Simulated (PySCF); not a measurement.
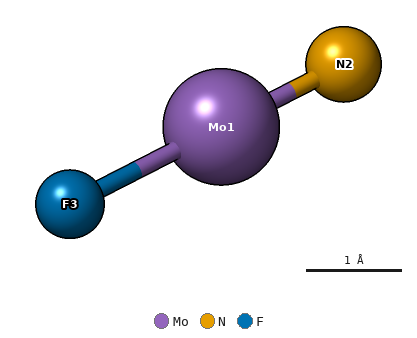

Fig. 1: The input geometry (ball-and-stick view, seen at an oblique angle; atoms are numbered from 1 in the order of the input). Sticks mark near contacts. Bond lengths as drawn: F–Mo 2.01 Å and Mo–N 1.63 Å.

**MoNF: frequency calculation**

The run: frequency calculation of MoNF, multiplicity 3. Method and program: UKS-based PBE0, Mo def2-TZVP with ECP28, N def2-TZVP, F def2-TZVP; non-relativistic Hamiltonian with a scalar-relativistic core potential; density fitting (PySCF 2.14.0).

### The program's output
```
init E= -222.668961307483
  alpha nocc = 16  HOMO = -0.278533988404954  LUMO = -0.0824933791142843
  beta  nocc = 14  HOMO = -0.306357100266005  LUMO = -0.096903020933062
  HOMO = -0.278533988405  LUMO = -0.0969030209331  gap/eV = 4.94243
cycle= 1 E= -222.668961307224  delta_E= 2.6e-10  |g|= 2.75e-05  |ddm|= 2.01e-05
  alpha nocc = 16  HOMO = -0.278540427584743  LUMO = -0.0824996898300135
  beta  nocc = 14  HOMO = -0.306350230393555  LUMO = -0.0969047558997791
  HOMO = -0.278540427585  LUMO = -0.0969047558998  gap/eV = 4.94256
cycle= 2 E= -222.668961302906  delta_E= 4.32e-09  |g|= 0.000106  |ddm|= 6.26e-05
  alpha nocc = 16  HOMO = -0.278534751466678  LUMO = -0.0824943904390196
  beta  nocc = 14  HOMO = -0.306354696233353  LUMO = -0.0969032642253561
  HOMO = -0.278534751467  LUMO = -0.0969032642254  gap/eV = 4.94244
cycle= 3 E= -222.668961307544  delta_E= -4.64e-09  |g|= 1.84e-06  |ddm|= 5.14e-05
  alpha nocc = 16  HOMO = -0.278534953341267  LUMO = -0.082494703550098
  beta  nocc = 14  HOMO = -0.306354754118885  LUMO = -0.0969034343288471
  HOMO = -0.278534953341  LUMO = -0.0969034343288  gap/eV = 4.94245
cycle= 4 E= -222.668961307549  delta_E= -4.38e-12  |g|= 1.33e-06  |ddm|= 2.73e-06
  alpha nocc = 16  HOMO = -0.278535012199186  LUMO = -0.0824949037890862
  beta  nocc = 14  HOMO = -0.306354184373205  LUMO = -0.0969035176873498
  HOMO = -0.278535012199  LUMO = -0.0969035176873  gap/eV = 4.94244
Extra cycle  E= -222.66896130755  delta_E= -1.53e-12  |g|= 2.33e-06  |ddm|= 3.12e-06
converged SCF energy = -222.66896130755  <S^2> = 2.1664895  2S+1 = 3.1090124
```

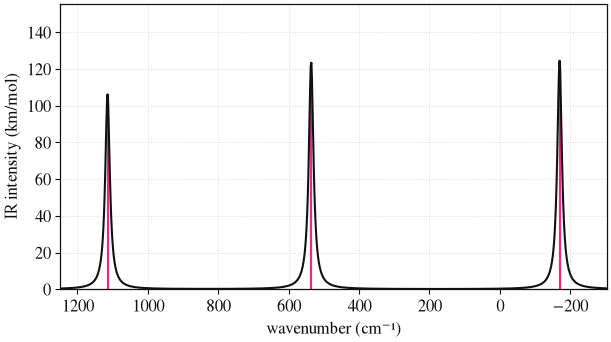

Fig. 2: Harmonic infrared spectrum, unscaled: sticks (degenerate modes added up, dark ones marked on the axis) with a Lorentzian envelope of 16 cm⁻¹ full width, scaled to the tallest stick; imaginary modes are drawn at negative wavenumbers. 4 modes from 170i to 1115 cm⁻¹, 2 imaginary beyond 8i (170i, 170i cm⁻¹): not a minimum. The strongest line is at 170i cm⁻¹ (124 km/mol). All modes, in cm⁻¹ (km/mol): 170i (62), 170i (62), 536 (124), 1115 (106).

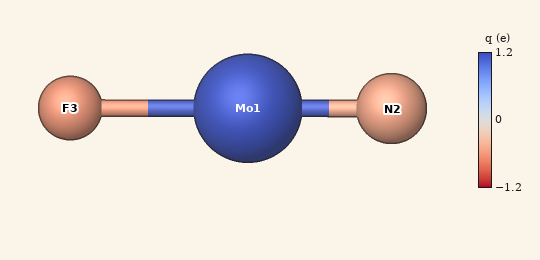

Fig. 3: Mulliken charges, as the colour of each atom (ball-and-stick view, seen on its broad side; atoms are numbered from 1 in the order of the input). By element: Mo +1.11, N −0.50 and F −0.61 e.

This output came from the following input.

### Input
```python
from pyscf import gto, scf, dft
mol = gto.M(atom='''
Mo     0.000000    -0.000000    -0.118154
N      0.000000    -0.000000    -1.745304
F      0.000000     0.000000     1.894964''',
    basis={'Mo': 'def2-TZVP', 'N': 'def2-TZVP', 'F': 'def2-TZVP'},
    ecp={'Mo': 'def2-TZVP'},
    charge=0, spin=2)
mf = dft.UKS(mol, xc='PBE0')
mf.grids.atom_grid = (75, 302)
aux = {'Mo': 'def2-universal-JKFIT', 'N': 'def2-universal-JKFIT', 'F': 'def2-universal-JKFIT'}
mf = mf.density_fit(auxbasis=aux)
mf.conv_tol = 1e-09
mf.diis_space = 10
mf.max_cycle = 60
mf.verbose = 4
mf.kernel()
```

The script is an equivalent of the set-up of the self-consistent field. The run itself was carried out by a driver, which started from the orbitals of the step before it where there was one and computed the further properties.

Launched with:
```bash
OMP_NUM_THREADS=2 python axn.py task.json out
```

### Key numbers

- outcome: converged
- total energy: −222.668961 hartree
- ⟨S²⟩: 2.166
- zero-point energy: 0.003760 hartree
- dipole moment: 0.67 D
- wavenumbers, lowest and highest: 170i and 1115 cm⁻¹
- hardware: 2 threads of Arm Neoverse V2, 24 GiB of memory available, shared host
- wall time: 31 s (CPU time 58 s)
- peak memory: 0.93 GiB
